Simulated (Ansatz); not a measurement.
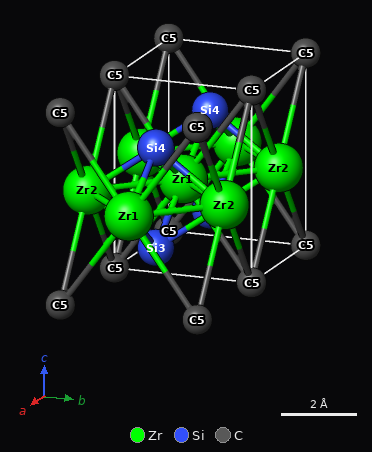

This is the input geometry for a relaxation of a crystal of Zr2Si2C (a generated structure, set up in P4/mmm) (coarse preliminary run). A ball-and-stick model of the cell of the calculation, repeated 2 × 1 × 1 with one cell outlined, seen slightly off an axis.

All numbers below come from DFT PBE, scalar-relativistic, plane waves, PAW (Ansatz 0.2.0).

Input
```yaml
crystal:
  lattice:
    - [3.96281085, 0.0, 0.0]
    - [0.0, 3.96281085, 0.0]
    - [0.0, 0.0, 5.37543625]
  atoms:
    - { symbol: Zr, position: [0.0, 0.5, 0.5] }
    - { symbol: Zr, position: [0.5, 0.0, 0.5] }
    - { symbol: Si, position: [0.5, 0.5, 0.23999999] }
    - { symbol: Si, position: [0.5, 0.5, 0.76000001] }
    - { symbol: C, position: [0.0, 0.0, 0.0] }
basis:
  ecutwfc: 420
kpoints:
  mp_grid: { grid: [4, 4, 4] }
hamiltonian:
  xc: pbe
scf:
  occupations: { method: gaussian, width: 0.1 }
  lower_state_search: "off"
output:
  forces: true
  stress: true
  eigenvalues: true
relax:
  adjacent_minimum: "off"
  f_tol: 0.04
  max_steps: 70
  cell: { stress_tol: 0.4 }
```

Launched with:
```bash
ansatz run input.yaml --threads 1 --pin off --max-ram 2560MiB --backend cpu --events-out ev --progress --plain --runs-dir out
```

Where does the relaxation end?

Over 12 accepted moves (14 points after the start) the energy falls by 739 meV per atom. Largest force component: 6.7 eV/Å at the start, 0.025 eV/Å at the end. Pressure: 30.75 GPa at the start and −0.08 GPa at the end. The SCF was repeated twice at an unchanged geometry on a basis and grid sized afresh for the cell, which shifted the energy by 18.2 meV per atom at most. The largest moves relative to the cell, 0.021 Å, are those of Si3 and Si4. Si4 goes along −c. C and Zr stay in place. Cell: a = b 3.963 → 4.784 Å (+20.7 %), c 5.375 → 4.418 Å (−17.8 %). Volume +19.8 %. Among the contacts that change: Zr1–Zr2 2.802 → 3.382 Å, Si3–Si4 2.795 → 2.256 Å, Si3–Si4 (another image) 2.580 → 2.163 Å, Zr1–Si3 2.425 → 2.644 Å. Bond angles that change, for instance: Zr1–Si3–Zr1 109.6° → 129.5°, Zr1–Si3–Zr2 70.6° → 79.5°. The space group stays P4/mmm (No. 123).

Final geometry:

```
CELL_PARAMETERS angstrom
4.78357 0.00000 0.00000
0.00000 4.78357 0.00000
0.00000 0.00000 4.41844
ATOMIC_POSITIONS crystal
Zr 0.00000 0.50000 0.50000
Zr 0.50000 0.00000 0.50000
Si 0.50000 0.50000 0.24472
Si 0.50000 0.50000 0.75528
C 0.00000 0.00000 0.00000
```

The end point in the same view:

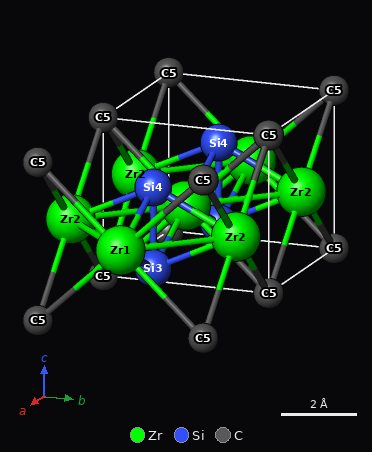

Limits of the set-up: the k-point mesh is coarse for a cell with partly filled bands.
